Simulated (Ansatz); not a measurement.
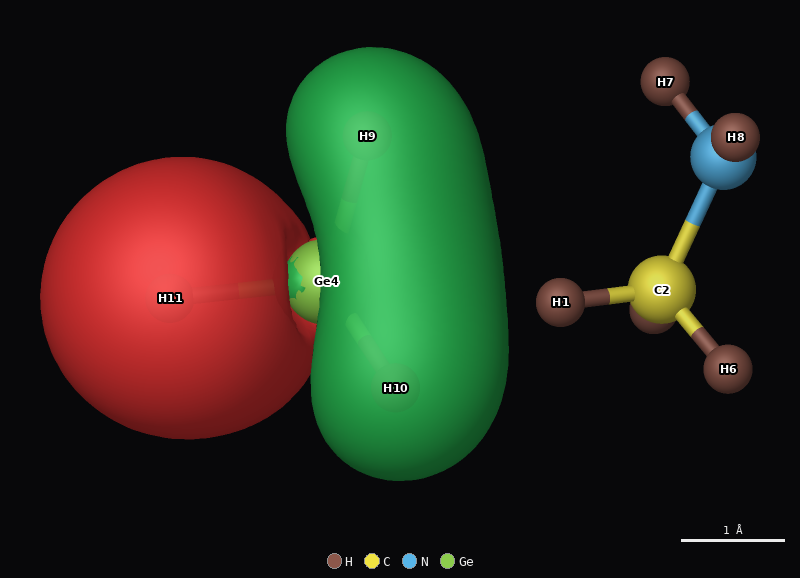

Figure. CH5N···GeH3 (doublet). The HOMO−1 (β) at ±0.08 Å⁻³ᐟ² (green and red are the two phases), seen at a tilt.

All numbers below come from Ansatz 0.2.0, UHF/def2-SVP.

Input

```
crystal:
  periodic: [false, false, false]
  atoms:
    - { symbol: H, position_ang: [-0.1667, -0.5387, -0.28] }
    - { symbol: C, position_ang: [0.1466, 0.1893, -1.4228] }
    - { symbol: "N", position_ang: [-0.0624, 1.5714, -1.2602] }
    - { symbol: Ge, position_ang: [-0.1849, -1.1912, 1.6039] }
    - { symbol: H, position_ang: [-0.4947, -0.2243, -2.1942] }
    - { symbol: H, position_ang: [1.1913, -0.0394, -1.5969] }
    - { symbol: H, position_ang: [-1.0296, 1.813, -1.0839] }
    - { symbol: H, position_ang: [0.539, 1.9866, -0.5601] }
    - { symbol: H, position_ang: [-0.3667, 0.1097, 2.3979] }
    - { symbol: H, position_ang: [1.2956, -1.4653, 1.8711] }
    - { symbol: H, position_ang: [-0.8674, -2.2111, 2.5253] }
magnetization:
  spin_polarized: true
  initial_magnetization: 1
basis:
  gaussian: { orbitals: def2-SVP }
hamiltonian:
  xc: hf
relax:
  f_tol: 0.15
  max_steps: 25
  restrain:
    - { distance: [0, 3], at: 2.81, k: 30.0 }
    - { distance: [1, 0], at: 1.07, k: 30.0 }
output:
  orbitals: {}
```

Command:

```sh
ansatz run input.yaml --threads 2 --pin off --max-ram 3072MiB --backend cpu --events-out ev --progress --plain --runs-dir out
```

The fields are those of the relaxed geometry.

### Where does this orbital lie, and at what energy?

Its weight (Hirshfeld) is mainly on Ge4 (about 45 %), H11 (about 35 %), H10 (about 10 %) and H9 (about 10 %). Its energy is −12.82 eV.
